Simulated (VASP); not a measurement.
Band structure of ZnSiAs₂ (space group R3m). These are PBEsol GGA, VASP's PBE PAW potentials (set 64) (plane waves; VASP) values and carry that method's errors.

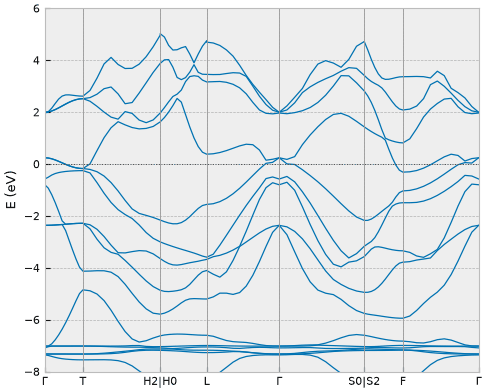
Fig. 1. Bands along high-symmetry lines, zero at the valence-band maximum or, without a gap, the Fermi level

### Question
Read the plot: is there a gap, and where are the band edges?

### Answer
It has no gap at this level: it comes out as a metal or semimetal. (Edges off the drawn lines would not show.)

The structure comes from a computed database's ZnSiAs2 entry (R3m); how it stands against other phases isn't given here. It was relaxed first.
